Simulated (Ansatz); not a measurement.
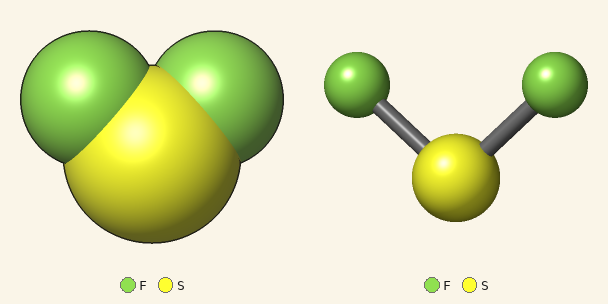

Two views of one molecule.

The geometry was computed by an optimisation with PBE0-D4/def2-TZVP.

What does the picture show?

Formula SF2. Its SMILES string is `FSF`. This geometry has C2v symmetry. Coordination: 1 S bent.

More results for the same structure follow; atom numbers are the same in all pictures, views and colours differ.

### Geometry

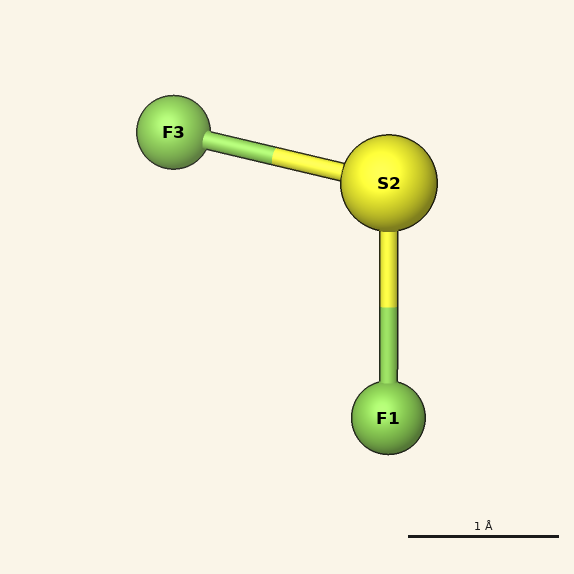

Atoms carry their numbers in the input.

Which atoms are bonded, and how long are the bonds?

| bond | length (Å) | order |
| --- | --- | --- |
| F1–S2 | 1.590 | single |
| S2–F3 | 1.590 | single |

### Electronic properties

Method: RKS ωB97M-V/def2-SVP (Ansatz 0.2.0).

Predict the main results.

- HOMO energy (Kohn–Sham orbital): −9.36 eV
- LUMO energy (Kohn–Sham orbital): 1.19 eV
- HOMO–LUMO gap: 10.56 eV

### Vibrations

Harmonic vibrations computed with RKS PBE0-D4/def2-TZVP (Ansatz 0.2.0) at a stationary point of the same level.

How many vibrational modes are there, and where do they lie?

Answer. 3 modes: 355, 834, 862 cm⁻¹.

### Dipole moment

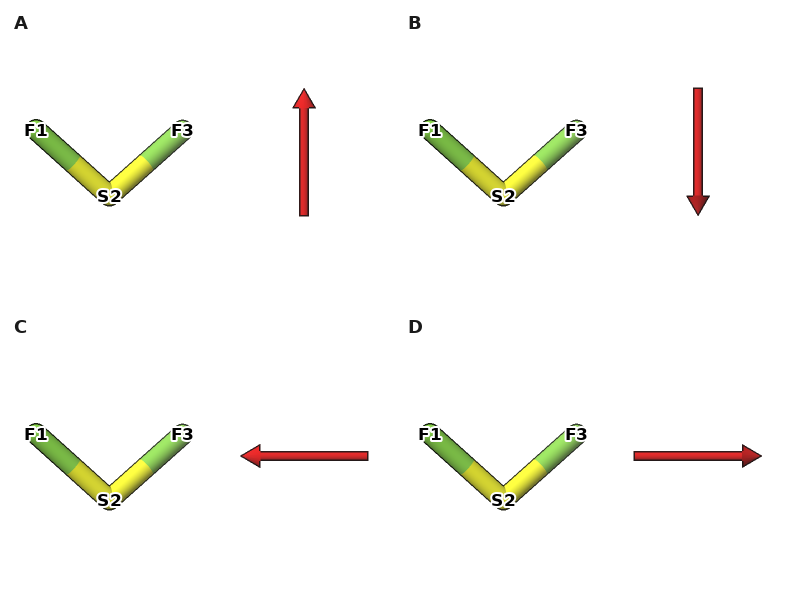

The same molecule four times, each with an arrow. Properties computed with RKS r2SCAN-D4/def2-TZVPP (Ansatz 0.2.0).

Which arrow points along the dipole moment, from the negative to the positive end?

Answer. B. The dipole moment is 0.93 D; it points from the side of F1, F3 to the side of S2 (the outermost atoms at the two ends).

### Charges

The questions are on Mulliken charges. Level of theory: RKS r2SCAN-D4/def2-TZVPP (Ansatz 0.2.0).

List the Mulliken charges.

```json
{"atom": "F1", "value (e)": "−0.19"}
{"atom": "S2", "value (e)": "0.38"}
{"atom": "F3", "value (e)": "−0.19"}
```

Mulliken values depend strongly on the basis set and can even reverse the polarity of a bond.
